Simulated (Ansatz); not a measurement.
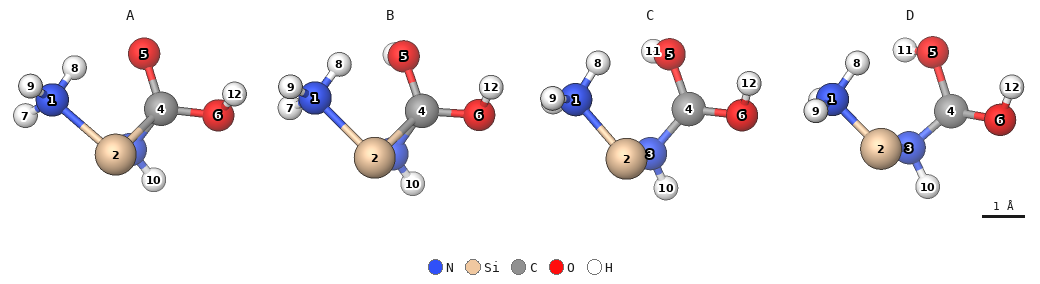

4 geometries from one relaxation of CH6N2O2Si, in shuffled order. Style: ball-and-stick. Shown at a tilt.

The run prepares an end point of a later path (hydrogen shift) calculation, from a guessed geometry.

All numbers below come from RKS PBE-D4/def2-SVP (Ansatz 0.2.0). (no spin polarisation; force threshold 0.02 eV/Å; at most 50 steps)

> Put them in the order of the run, from the start to the converged end.

D, C, B, A. They are steps 0, 2, 5, 13, at +123.1 kcal/mol, +44.0 kcal/mol, +3.27 kcal/mol relative to the last. After 11 accepted moves (13 points after the start) the energy has fallen by 123.1 kcal/mol. Largest force component: 8.5 eV/Å at the start, 0.019 eV/Å at the end. The line search rejected the trial steps at points 8, 11 of the run. The atom that moves furthest after the best rigid fit is H9 (0.62 Å). By element the largest moves are H 0.62 Å, C 0.60 Å, Si 0.44 Å, O 0.36 Å, N 0.17 Å. Some distances before and after: Si2–H9 1.980 → 2.695 Å, Si2–C4 2.423 → 1.939 Å, N1–Si2 1.693 → 2.061 Å, Si2–N3 1.593 → 1.871 Å. Bond angles that change, for instance: Si2–N3–C4 110.4° → 70.6°, Si2–N1–H9 89.6° → 117.5°, H7–N1–H9 136.5° → 109.6°.
